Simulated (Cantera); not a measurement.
Input: 1 mol PbO, 0.1 mol N2, at 100000 Pa.

These are equilibrium values from Cantera (NASA tables, ideal gas, pure condensed phases), not measurements of a reactor. Candidate condensed phases: Pb, PbO, PbO2, Pb3O4; 12 gas species. The numbers say what is thermodynamically allowed, not how fast it happens.

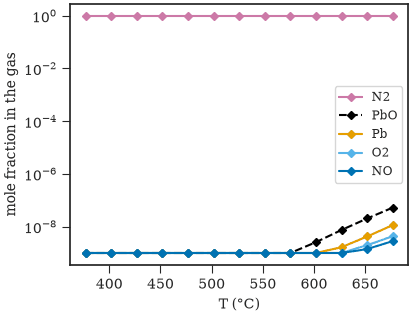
*Equilibrium gas composition (values under 1e-9 drawn at 1e-9)*

From 377 °C to 477 °C the condensed part is PbO(red). From 502 °C to 677 °C the condensed part is PbO(yellow).
